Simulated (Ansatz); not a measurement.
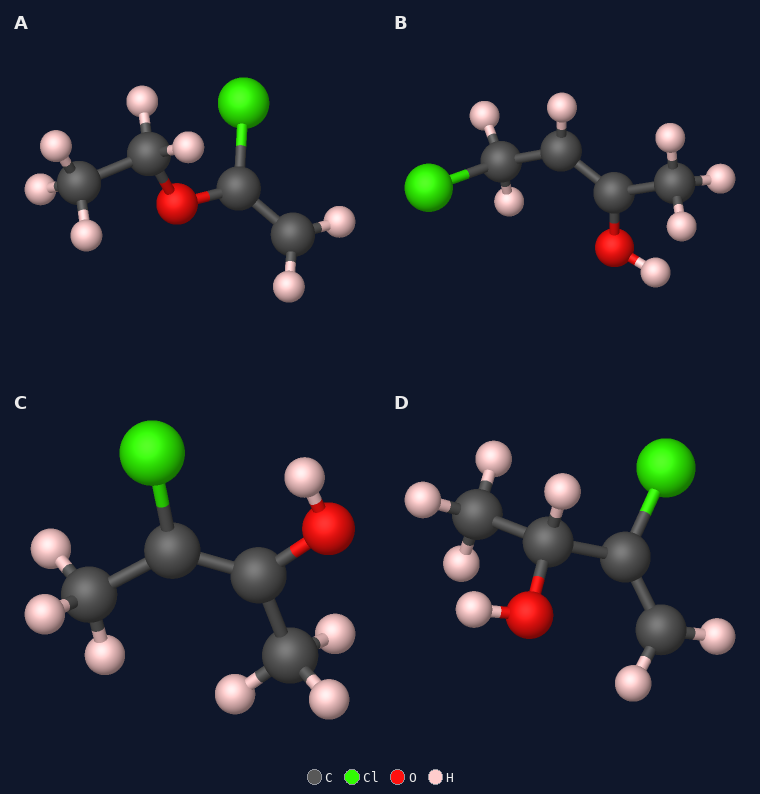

Figure made from data computed with Ansatz.

Q: Match each picture to its SMILES.
(1) C/C(O)=C/CCl
(2) C=C(Cl)[C@@H](C)O
(3) C/C(O)=C(\C)Cl
(4) C=C(Cl)OCC

A: A is (4), B is (1), C is (3), D is (2).
